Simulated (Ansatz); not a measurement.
# AlClH2O (SMILES [OH][AlH][Cl]) at MP2/STO-3G

Aim: the vertical electron affinity of AlClH2O at MP2/STO-3G, from 2 runs. 

Program for the calculation: Ansatz 0.2.0.

**1. The system as given**

The species is AlClH2O (5 atoms), typed as a singlet with charge 0. As SMILES, `[OH][AlH][Cl]`. The coordinates come from a PBE0-D4/def2-TZVP relaxation.

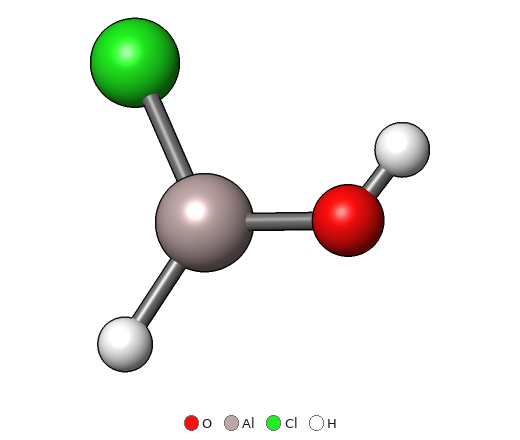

The structure, seen from a chosen angle (oxygen red, aluminium light grey, chlorine green, hydrogen white).

**2. The energy at MP2/STO-3G**

The input, molecule.yaml:

```yaml
crystal:
  periodic: [false, false, false]
  atoms:
    - {symbol: O, position_ang: [-1.110100, 0.370900, -0.514400]}
    - {symbol: Al, position_ang: [0.431000, 0.184900, 0.137500]}
    - {symbol: Cl, position_ang: [1.114900, -1.725400, 0.662800]}
    - {symbol: H, position_ang: [-1.719500, -0.349100, -0.669500]}
    - {symbol: H, position_ang: [1.333500, 1.445000, 0.342200]}
basis:
  gaussian: {orbitals: STO-3G}
correlation: {method: mp2, frozen_orbitals: {Al: 5, Cl: 5, H: 0, O: 1}}
accuracy: high
```

On the command line:

```
$ ansatz run molecule.yaml --threads 1 --pin off --max-ram 2610MiB --events-out events.jsonl --progress --plain --runs-dir runs
```

The log of the run:

```text
Warning: RAYON_NUM_THREADS=1 ignored (pool sized by the plan → 1); use --threads N
Functional definition: HF
  name "HF"
  exchange = exact_x
  correlation = 0
456 factors; integrals over basis functions are off by at most 1.7e-8 eV
mean field evaluation 1: about -20915.5571 eV, gradient 2.5e1 eV
mean field evaluation 2: about -20915.5825 eV, gradient 2.5e1 eV
mean field evaluation 4: about -20917.8730 eV, gradient 1.2e0 eV
mean field evaluation 8: about -20917.8796 eV, gradient 9.3e-6 eV
mean field -20917.87955558 eV, -768.7178950197 hartree, gradient 2.2e-8 eV, S^2 0.000000; 0 other end points of the search recorded, 0 dependent functions left out
11 core orbitals not correlated: weight in the atoms' cores, before any rotation towards them, 0.999 or more for the frozen orbitals, at most 0.000 for the correlated occupied ones
reference -20917.87955558 eV, -768.7178950197 hartree; 9, 9 occupied and 5, 5 virtual orbitals, 456 factors
second order -1.80873875 eV of doubles, -0.00000000 eV of singles
Total energy: -20919.68829433 eV, -768.7843649427 hartree
```

It took 0.1 s on 1 thread of AMD EPYC 9R45 (Zen 5), shared host.

**3. The doublet anion at the same level**

The input, in.yaml:

```yaml
crystal:
  periodic: [false, false, false]
  atoms:
    - {symbol: O, position_ang: [-1.110100, 0.370900, -0.514400]}
    - {symbol: Al, position_ang: [0.431000, 0.184900, 0.137500]}
    - {symbol: Cl, position_ang: [1.114900, -1.725400, 0.662800]}
    - {symbol: H, position_ang: [-1.719500, -0.349100, -0.669500]}
    - {symbol: H, position_ang: [1.333500, 1.445000, 0.342200]}
basis:
  gaussian:
    orbitals: STO-3G
total_charge: -1
magnetization:
  spin_polarized: true
  initial_magnetization: 1
correlation:
  method: mp2
  frozen_orbitals: {Al: 5, Cl: 5, H: 0, O: 1}
accuracy: high
```

On the command line:

```
$ ansatz run in.yaml --threads 1 --pin off --max-ram 2610MiB --events-out events.jsonl --progress --plain --runs-dir runs
```

The log of the run (excerpt; [...] marks lines left out):

```text
Warning: RAYON_NUM_THREADS=1 ignored (pool sized by the plan → 1); use --threads N
Functional definition: HF
  name "HF"
[...]
456 factors; integrals over basis functions are off by at most 1.7e-8 eV
[...]
mean field -20910.01043366 eV, -768.4287101230 hartree, gradient 2.3e-8 eV, S^2 0.769970; 3 other end points of the search recorded, 0 dependent functions left out
11 core orbitals not correlated: weight in the atoms' cores, before any rotation towards them, 0.999 or more for the frozen orbitals, at most 0.000 for the correlated occupied ones
reference -20910.01043366 eV, -768.4287101230 hartree; 10, 9 occupied and 4, 5 virtual orbitals, 456 factors
second order -1.39824608 eV of doubles, -0.00000000 eV of singles
Total energy: -20911.40867974 eV, -768.4800947186 hartree
```

Wall time 0.14 s (1 thread of AMD EPYC 9R45 (Zen 5), shared host).

**4. Outcome**

Level: MP2/STO-3G, 11 core orbitals frozen.

```
                                                     quantity          value
                                singlet AlClH2O: total energy  -768.78436 Eh
singlet AlClH2O: correlation energy (11 core orbitals frozen)      -66.5 mEh
                                  doublet anion: total energy  -768.48009 Eh
  doublet anion: correlation energy (11 core orbitals frozen)      -51.4 mEh
                                          doublet anion: ⟨S²⟩          0.770
            vertical electron affinity (to the doublet anion)      -8.280 eV
```

What this shows: The anion lies 8.28 eV (191 kcal/mol) above the neutral: the electron isn't bound at this level, and such a value depends on the basis. Without diffuse functions anions come out too high.
